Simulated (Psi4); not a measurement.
**One shape, several levels: C2H8N2 (SMILES CN(C)N)**

Aim: a comparison of 6 runs (M06-2X/6-31G*, M06-L/6-31G*, PBE0/6-31G*, TPSS/6-31G*, r2SCAN/6-31G*, revPBE/6-31G*) of C2H8N2. 

The results are computed with Psi4 1.11.

### 1 The structure to begin with

The species is C2H8N2 (12 atoms), meant as a singlet with charge 0. SMILES: `CN(C)N`. The C3–H9 distance was set to 2.396 Å, away from the relaxed value. At this shape a bond of the SMILES string is far longer than usual.

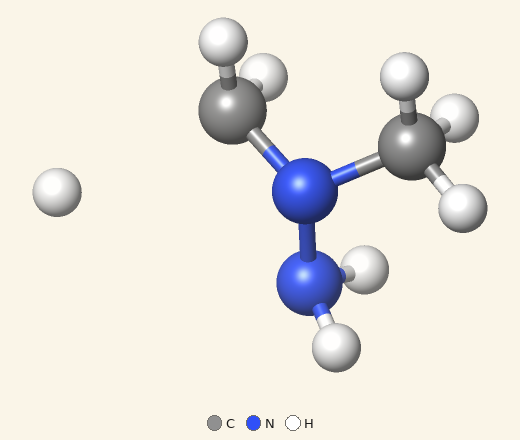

Viewed from a chosen angle; carbon grey, nitrogen blue, hydrogen white.

### 2 The energy at M06-2X/6-31G(d) (spherical functions) (run 1)

The input, c2h8n2.xyz:

```xyz
12
C2H8N2
C     -1.714546    -1.731157    -0.557182
N     -0.816086    -0.727087    -0.037632
C      0.567184    -1.093037    -0.224222
N     -1.034976     0.544643    -0.608242
H     -1.520706    -2.691427    -0.073722
H     -1.606696    -1.867227    -1.650222
H     -2.747916    -1.446417    -0.347562
H      0.765754    -2.037397     0.287148
H      1.963760     0.615630     0.709740
H      0.834114    -1.217317    -1.289722
H     -1.195976     0.463343    -1.615842
H     -1.873306     0.935483    -0.196302
```

The input, calc.py:

```python
import psi4

psi4.set_memory(2200000000)
psi4.set_num_threads(1)
psi4.core.set_output_file('run.log', False)

with open('c2h8n2.xyz') as f:
    atoms = ''.join(f.readlines()[2:])
geom = psi4.geometry('0 1\n' + atoms + 'symmetry c1')

options = {'basis': '6-31G*', 'puream': True, 'e_convergence': 1e-09, 'd_convergence': 1e-08, 'scf_type': 'pk', 'dft_radial_points': 99, 'dft_spherical_points': 590}
psi4.set_options(options)

result = psi4.energy('m06-2x', molecule=geom)
print('E =', round(result, 9))
for k, v in sorted(psi4.core.scalar_variables().items()):
    print(f'{k:45s} {v:18.10f}')
```

Launch:

```
python calc.py
```

run.log:

```text
[...]
  Running in c1 symmetry.
[...]
  Nuclear repulsion =  136.616067482731268
[...]
  Multiplicity = 1
[...]
  Nalpha       = 17
  Nbeta        = 17
[...]
    Number of basis functions: 72
[...]
   @RKS iter   1:  -189.84722241729301   -2.59716e-01   9.81268e-03 ADIIS/DIIS
[...]
   @RKS iter  13:  -190.18977996629391   -6.05382e-12   3.91873e-09 DIIS
[...]
    Orbital Energies [Eh]
    ---------------------
    Doubly Occupied:
       1A    -14.792126     2A    -14.761866     3A    -10.611056
       4A    -10.574803     5A     -1.099788     6A     -0.905392
       7A     -0.800847     8A     -0.695233     9A     -0.587837
      10A     -0.558669    11A     -0.538398    12A     -0.496765
      13A     -0.471349    14A     -0.454475    15A     -0.326452
      16A     -0.309857    17A     -0.261540
[...]
  @RKS Final Energy:  -190.18977996629391
   => Energetics <=
    Nuclear Repulsion Energy =            136.6160674827312675
    One-Electron Energy =                -526.2197826413942039
    Two-Electron Energy =                 212.6456102273392901
    DFT Exchange-Correlation Energy =     -13.2316750349702836
    Empirical Dispersion Energy =           0.0000000000000000
    VV10 Nonlocal Energy =                  0.0000000000000000
    Total Energy =                       -190.1897799662939121
[...]
 Multipole Moments:
 ------------------------------------------------------------------------------------
     Multipole            Electronic (a.u.)      Nuclear  (a.u.)        Total (a.u.)
 ------------------------------------------------------------------------------------
 L = 1.  Multiply by 2.5417464519 to convert [e a0] to [Debye]
 Dipole X            :         -1.5765223            0.5888772           -0.9876451
 Dipole Y            :          0.6253971           -1.3340208           -0.7086237
 Dipole Z            :          0.4036688           -1.0901890           -0.6865202
 Magnitude           :                                                    1.3960302
[...]
```

The script printed:

```text
E = -190.189779966
CURRENT ENERGY                                   -190.1897799663
CURRENT REFERENCE ENERGY                         -190.1897799663
DD SOLVATION ENERGY                                 0.0000000000
DFT FUNCTIONAL TOTAL ENERGY                      -190.1897799663
DFT TOTAL ENERGY                                 -190.1897799663
DFT VV10 ENERGY                                     0.0000000000
DFT XC ENERGY                                     -13.2316750350
GRID ELECTRONS ALPHA                               16.9999987930
GRID ELECTRONS BETA                                16.9999987930
GRID ELECTRONS TOTAL                               33.9999975861
NUCLEAR REPULSION ENERGY                          136.6160674827
ONE-ELECTRON ENERGY                              -526.2197826414
PCM POLARIZATION ENERGY                             0.0000000000
PE ENERGY                                           0.0000000000
SCF ITERATION ENERGY                             -190.1897799663
SCF ITERATIONS                                     13.0000000000
SCF TOTAL ENERGY                                 -190.1897799663
TWO-ELECTRON ENERGY                               212.6456102273
XC GRID RADIAL POINTS                              99.0000000000
XC GRID SPHERICAL POINTS                          590.0000000000
XC GRID TOTAL POINTS                           656864.0000000000
```

It took 30 s on 1 thread of Intel Xeon 6975P-C (Granite Rapids), shared host; peak memory 1.3 GiB.

### 3 The energy at M06-L/6-31G(d) (spherical functions) (run 2)

The input, calc.py:

```python
import psi4

psi4.set_memory('2200 MB')
psi4.set_num_threads(1)
psi4.core.set_output_file('output.dat', False)

geom = psi4.geometry("""
C     -1.714546    -1.731157    -0.557182
N     -0.816086    -0.727087    -0.037632
C      0.567184    -1.093037    -0.224222
N     -1.034976     0.544643    -0.608242
H     -1.520706    -2.691427    -0.073722
H     -1.606696    -1.867227    -1.650222
H     -2.747916    -1.446417    -0.347562
H      0.765754    -2.037397     0.287148
H      1.963760     0.615630     0.709740
H      0.834114    -1.217317    -1.289722
H     -1.195976     0.463343    -1.615842
H     -1.873306     0.935483    -0.196302
symmetry c1
no_reorient
no_com
""")

options = {'basis': '6-31G*', 'reference': 'rks', 'puream': True, 'e_convergence': 1e-09, 'd_convergence': 1e-08, 'scf_type': 'pk', 'dft_radial_points': 99, 'dft_spherical_points': 590}
psi4.set_options(options)

e, wfn = psi4.energy("M06-L", return_wfn=True)
psi4.oeprop(wfn, "DIPOLE", "MULLIKEN_CHARGES", "MAYER_INDICES")
print(f'total energy {e:.8f} hartree = {e * 27.211386:.5f} eV')
```

Launch:

```
python calc.py
```

output.dat:

```text
[...]
  Running in c1 symmetry.
[...]
  Nuclear repulsion =  136.616067482731268
[...]
  Multiplicity = 1
[...]
  Nalpha       = 17
  Nbeta        = 17
[...]
    Number of basis functions: 72
[...]
   @RKS iter   1:  -189.68632511808860   -1.15256e-02   1.29655e-02 ADIIS/DIIS
[...]
   @RKS iter  15:  -190.26717211810379   -6.82121e-13   9.46812e-10 DIIS
[...]
    Orbital Energies [Eh]
    ---------------------
    Doubly Occupied:
       1A    -14.228174     2A    -14.194230     3A    -10.119130
       4A    -10.095168     5A     -0.958695     6A     -0.776947
       7A     -0.675822     8A     -0.580243     9A     -0.476861
      10A     -0.459048    11A     -0.435892    12A     -0.398032
      13A     -0.374237    14A     -0.359536    15A     -0.236266
      16A     -0.216224    17A     -0.196561
[...]
  @RKS Final Energy:  -190.26717211810379
   => Energetics <=
    Nuclear Repulsion Energy =            136.6160674827312675
    One-Electron Energy =                -526.2596494550214175
    Two-Electron Energy =                 226.8513052318312191
    DFT Exchange-Correlation Energy =     -27.4748953776448772
    Empirical Dispersion Energy =           0.0000000000000000
    VV10 Nonlocal Energy =                  0.0000000000000000
    Total Energy =                       -190.2671721181037867
[...]
 Multipole Moments:
 ------------------------------------------------------------------------------------
     Multipole            Electronic (a.u.)      Nuclear  (a.u.)        Total (a.u.)
 ------------------------------------------------------------------------------------
 L = 1.  Multiply by 2.5417464519 to convert [e a0] to [Debye]
 Dipole X            :         46.5348182          -47.6637646           -1.1289464
 Dipole Y            :         47.4033095          -48.1267910           -0.7234814
 Dipole Z            :         24.5876412          -25.2959230           -0.7082818
 Magnitude           :                                                    1.5164460
[...]
  Mulliken Charges: (a.u.)
   Center  Symbol    Alpha    Beta     Spin     Total
       1     C     3.18615  3.18615  0.00000 -0.37229
       2     N     3.63111  3.63111  0.00000 -0.26222
       3     C     3.06619  3.06619  0.00000 -0.13238
       4     N     3.80984  3.80984  0.00000 -0.61968
       5     H     0.40544  0.40544  0.00000  0.18912
       6     H     0.43003  0.43003  0.00000  0.13994
       7     H     0.40594  0.40594  0.00000  0.18812
       8     H     0.41550  0.41550  0.00000  0.16901
       9     H     0.55295  0.55295  0.00000 -0.10591
      10     H     0.42635  0.42635  0.00000  0.14731
      11     H     0.34522  0.34522  0.00000  0.30957
[...]
```

The script printed:

```text
total energy -190.26717212 hartree = -5177.43346 eV
```

Run time: 34 s. Hardware: 1 thread of Intel Xeon 6975P-C (Granite Rapids), shared host; peak memory 1.3 GiB.

### 4 Energy and gradient at PBE0/6-31G(d) (spherical functions) (run 3)

The input, input.inp:

```
memory 2200 mb

molecule system {
  0 1
  C     -1.714546    -1.731157    -0.557182
  N     -0.816086    -0.727087    -0.037632
  C      0.567184    -1.093037    -0.224222
  N     -1.034976     0.544643    -0.608242
  H     -1.520706    -2.691427    -0.073722
  H     -1.606696    -1.867227    -1.650222
  H     -2.747916    -1.446417    -0.347562
  H      0.765754    -2.037397     0.287148
  H      1.963760     0.615630     0.709740
  H      0.834114    -1.217317    -1.289722
  H     -1.195976     0.463343    -1.615842
  H     -1.873306     0.935483    -0.196302
  units angstrom
  symmetry c1
  no_reorient
  no_com
}

set basis 6-31G*
set puream true
set e_convergence 1e-09
set d_convergence 1e-08
set scf_type pk
set dft_radial_points 99
set dft_spherical_points 590

e, wfn = gradient('pbe0', return_wfn=True)
oeprop(wfn, 'DIPOLE', 'MULLIKEN_CHARGES', 'LOWDIN_CHARGES', title='PBE0')
print_variables()
```

Launch:

```
psi4 -n 1 input.inp input.out
```

input.out (excerpt; [...] marks lines left out):

```text
[...]
  Running in c1 symmetry.
[...]
  Nuclear repulsion =  136.616067482731268
[...]
  Multiplicity = 1
[...]
  Nalpha       = 17
  Nbeta        = 17
[...]
    Number of basis functions: 72
[...]
   @RKS iter   1:  -189.60676010487353   -1.15827e-01   1.14772e-02 ADIIS/DIIS
[...]
   @RKS iter  13:  -190.06564558276108   -1.13118e-11   3.67813e-09 DIIS
[...]
    Orbital Energies [Eh]
    ---------------------
    Doubly Occupied:
       1A    -14.434193     2A    -14.398012     3A    -10.294285
       4A    -10.260421     5A     -1.019001     6A     -0.831393
       7A     -0.731500     8A     -0.630862     9A     -0.528106
      10A     -0.505955    11A     -0.484170    12A     -0.442948
      13A     -0.418689    14A     -0.404831    15A     -0.275584
      16A     -0.257163    17A     -0.225198
[...]
  @RKS Final Energy:  -190.06564558276108
   => Energetics <=
    Nuclear Repulsion Energy =            136.6160674827312675
    One-Electron Energy =                -526.2957580457054974
    Two-Electron Energy =                 220.3164853040665037
    DFT Exchange-Correlation Energy =     -20.7024403238533914
    Empirical Dispersion Energy =           0.0000000000000000
    VV10 Nonlocal Energy =                  0.0000000000000000
    Total Energy =                       -190.0656455827610785
[...]
  -Total Gradient:
     Atom            X                  Y                   Z
    ------   -----------------  -----------------  -----------------
       1        0.000161468569     0.008932224768    -0.000780989838
       2       -0.031603433960    -0.016610574682     0.000588049698
       3        0.014618239895    -0.007848731489    -0.008275616620
       4       -0.001081384506    -0.001259793985     0.002127384028
       5        0.000673923799     0.002465323379    -0.000735964204
       6        0.000091137363    -0.000053511661     0.000325870844
       7        0.001455336245    -0.001211333015    -0.001378503016
       8       -0.005905176394    -0.005417725755    -0.007713920647
       9        0.029829067221     0.038778773074     0.020755314037
      10       -0.012106951598    -0.018429006023    -0.004592668599
      11        0.000753566693     0.000405072960     0.001578467499
      12        0.003114684884     0.000250722380    -0.001897962939
[...]
```

It took 19 s on 1 thread of Intel Xeon 6975P-C (Granite Rapids), shared host; peak memory 1.5 GiB.

Runs 4 to 5 aren't shown in full; the table further down has their settings and results.

### 5 Energy and gradient at revPBE/6-31G(d) (spherical functions) (run 6)

The input, calc.in:

```
memory 2.2 GB

molecule geom {
  0 1
  C
  N 1 r2
  C 2 r3 1 a3
  N 2 r4 3 a4 1 d4
  H 1 r5 2 a5 4 d5
  H 1 r6 5 a6 2 d6
  H 1 r7 5 a7 6 d7
  H 3 r8 2 a8 4 d8
  H 3 r9 8 a9 2 d9
  H 3 r10 8 a10 2 d10
  H 4 r11 2 a11 3 d11
  H 4 r12 11 a12 2 d12

  r2 = 1.444063
  r3 = 1.442973
  a3 = 111.93614
  r4 = 1.410959
  a4 = 108.96591
  d4 = -125.23335
  r5 = 1.09244
  a5 = 109.97234
  d5 = -178.91909
  r6 = 1.106744
  a6 = 108.16221
  d6 = 123.0209
  r7 = 1.092186
  a7 = 108.1864
  d7 = 117.09033
  r8 = 1.092129
  a8 = 109.45363
  d8 = 175.27773
  r9 = 2.3963
  a9 = 109.15392
  d9 = 119.36156
  r10 = 1.105435
  a10 = 108.07118
  d10 = -122.97907
  r11 = 1.023615
  a11 = 110.54231
  d11 = 82.81938
  r12 = 1.012545
  a12 = 107.51196
  d12 = -117.86671
  units angstrom
  symmetry c1
}

set {
  basis 6-31G*
  puream true
  e_convergence 1e-09
  d_convergence 1e-08
  scf_type pk
  dft_radial_points 99
  dft_spherical_points 590
}

energy_value, wavefunction = gradient("revpbe", return_wfn=True)
oeprop(wavefunction, "MULLIKEN_CHARGES", "WIBERG_LOWDIN_INDICES", "MAYER_INDICES")
```

Launch:

```
psi4 -i calc.in -o calc.out -n 1
```

calc.out (excerpt; [...] marks lines left out):

```text
[...]
  Running in c1 symmetry.
[...]
  Nuclear repulsion =  136.616089084549145
[...]
  Multiplicity = 1
[...]
  Nalpha       = 17
  Nbeta        = 17
[...]
    Number of basis functions: 72
[...]
   @RKS iter   1:  -189.56159512762707    1.81777e-01   1.41563e-02 DIIS/ADIIS
[...]
   @RKS iter  15:  -190.25043327036587   -1.25056e-12   2.23263e-09 DIIS
[...]
  @RKS Final Energy:  -190.25043327036587
   => Energetics <=
    Nuclear Repulsion Energy =            136.6160890845491451
    One-Electron Energy =                -526.2940651966071073
    Two-Electron Energy =                 226.8742330621746248
    DFT Exchange-Correlation Energy =     -27.4466902204824947
    Empirical Dispersion Energy =           0.0000000000000000
    VV10 Nonlocal Energy =                  0.0000000000000000
    Total Energy =                       -190.2504332703658747
[...]
 Multipole Moments:
 ------------------------------------------------------------------------------------
     Multipole            Electronic (a.u.)      Nuclear  (a.u.)        Total (a.u.)
 ------------------------------------------------------------------------------------
[...]
  -Total Gradient:
     Atom            X                  Y                   Z
    ------   -----------------  -----------------  -----------------
       1        0.007116368759     0.002961915512     0.012160706542
       2       -0.000028736376     0.014874356457    -0.032235138788
       3        0.004918978310    -0.012827966656    -0.001230586726
       4       -0.007661156596    -0.000843116309    -0.013360743708
       5        0.006429567286     0.003562462612     0.004598521504
       6       -0.005040485736     0.002479366878     0.002848211960
       7        0.001072160295    -0.007690335008     0.002286529696
       8        0.008945521596     0.002675899041    -0.007019072964
       9       -0.000441658567     0.003665906145     0.044022169586
      10       -0.009081503448     0.001395109949    -0.020680617701
      11       -0.009035087810     0.001150648095     0.005506823728
      12        0.002806262356    -0.011404823211     0.003102648035
[...]
```

Run time: 19 s. Hardware: 1 thread of Intel Xeon 6975P-C (Granite Rapids), shared host; peak memory 1.5 GiB.

### 6 The series

```tsv
run	level	task	energy (Eh)	dipole moment (D)	HOMO energy (eV)	LUMO energy (eV)	wall time
1	M06-2X/6-31G* (spherical functions)	energy	-190.189780	3.55	-7.12	-1.48	30 s
2	M06-L/6-31G* (spherical functions)	energy	-190.267172	3.85	-5.35	-3.13	34 s
3	PBE0/6-31G* (spherical functions)	gradient	-190.065646	3.71	-6.13	-2.29	19 s
4	TPSS/6-31G* (spherical functions)	energy	-190.335090	3.90	-5.18	-3.05	42 s
5	r2SCAN/6-31G* (spherical functions)	gradient	-190.178720	3.81	-5.30	-3.07	38 s
6	revPBE/6-31G* (spherical functions)	gradient	-190.250433	3.76	-5.01	-3.02	19 s
```

### 7 Outcome

| quantity | value |
| --- | --- |
| run 6: total energy | -190.25043 Eh |
| run 6: dipole moment | 3.76 D |
| run 6: HOMO energy | -5.01 eV |
| run 6: LUMO energy | -3.02 eV |
| run 6: HOMO–LUMO gap | 1.99 eV |
| run 6: largest force on an atom | 2.272 eV/Å |

What this shows: The dipole moment (its size) runs from 3.55 D (M06-2X/6-31G*) to 3.90 D (TPSS/6-31G*). The HOMO–LUMO gap runs from 1.99 eV (revPBE/6-31G*) to 5.64 eV (M06-2X/6-31G*). Totals of different functionals can't be ranked against each other. In all runs a closed-shell determinant meets a far-stretched bond; if it breaks into open shells, such a determinant describes it badly, and no broken-symmetry solution was shown. All runs together took 3 min, the longest 42 s.
